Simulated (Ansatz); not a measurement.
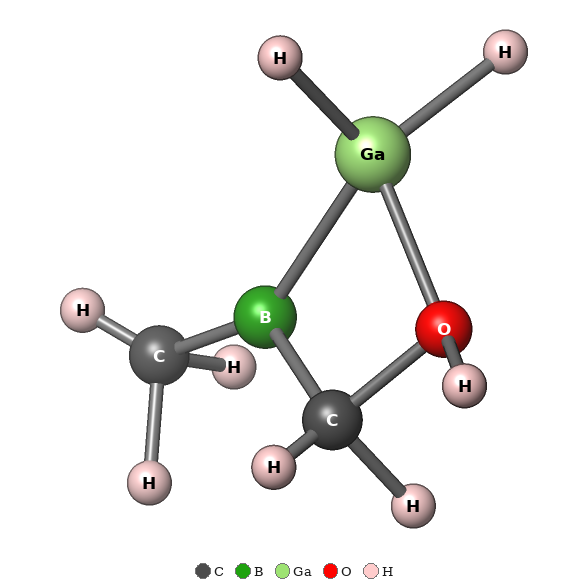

The structure as it stands in the input.

Ansatz 0.2.0 input:

```yaml
crystal:
  periodic: [false, false, false]
  atoms:
    - {symbol: C, position_ang: [-1.602161, 1.268394, 0.242433]}
    - {symbol: B, position_ang: [-0.390015, 0.495388, 0.147499]}
    - {symbol: Ga, position_ang: [1.498742, 0.119486, 0.894198]}
    - {symbol: C, position_ang: [-0.123867, -1.091769, -0.598459]}
    - {symbol: O, position_ang: [1.262656, -1.134689, -0.519660]}
    - {symbol: H, position_ang: [-1.336481, 2.082806, -0.492978]}
    - {symbol: H, position_ang: [-2.296786, 0.632209, -0.513079]}
    - {symbol: H, position_ang: [-1.983981, 1.654486, 0.924769]}
    - {symbol: H, position_ang: [1.615124, -0.650466, 2.380593]}
    - {symbol: H, position_ang: [2.839713, 1.135149, 0.654196]}
    - {symbol: H, position_ang: [-0.689825, -1.693189, -0.466624]}
    - {symbol: H, position_ang: [-0.157156, -0.723969, -1.825659]}
    - {symbol: H, position_ang: [1.361300, -2.284452, -0.761800]}
basis:
  gaussian: {orbitals: 6-31G}
total_charge: 1
magnetization: {spin_polarized: true, initial_magnetization: 1}
hamiltonian: {xc: {name: B3LYP}, dispersion: d3bjatm}
accuracy: high
```

Command:

```sh
ansatz run in.yaml --threads 2 --pin off --events-out ev --progress --plain --max-ram 22528MiB --backend cpu
```

Result:

```
Functional definition: B3LYP
  name "B3LYP"
  cite "Stephens, Devlin, Chabalowski & Frisch, J. Phys. Chem. 98, 11623 (1994) doi:10.1021/j100096a001"
  cite "Becke, Phys. Rev. A 38, 3098 (1988) doi:10.1103/PhysRevA.38.3098"
  cite "Lee, Yang & Parr, Phys. Rev. B 37, 785 (1988) doi:10.1103/PhysRevB.37.785"
  cite "Vosko, Wilk & Nusair, Can. J. Phys. 58, 1200 (1980) doi:10.1139/p80-159"
  parameter a0 = 0.2
  parameter ax = 0.72
  parameter ac = 0.81
  exchange = (1 - a0 - ax)*slater_x + ax*b88_x + a0*exact_x
  correlation = (1 - ac)*vwn_rpa_c + ac*lyp_c
1957 factors; integrals over basis functions are off by at most 2.1e-8 eV
mean field evaluation 1: about -57262.7509 eV, gradient 6.1e1 eV
mean field evaluation 2: about -57224.6360 eV, gradient 1.1e2 eV
mean field evaluation 4: about -57280.9291 eV, gradient 7.6e0 eV
mean field evaluation 8: about -57281.4615 eV, gradient 9.7e-1 eV
mean field evaluation 16: about -57281.4860 eV, gradient 9.5e-3 eV
mean field evaluation 32: about -57281.4860 eV, gradient 1.3e-7 eV
mean field -57281.48595423 eV, -2105.0557820321 hartree, gradient 6.2e-8 eV, S^2 0.755005; 2 other end points of the search recorded, 0 dependent functions left out
reference -57281.48600156 eV, -2105.0557837718 hartree; 32, 31 occupied and 49, 50 virtual orbitals, 1957 factors
Total energy: -57281.93657447 eV, -2105.0723420207 hartree
```

Self-consistency was reached.
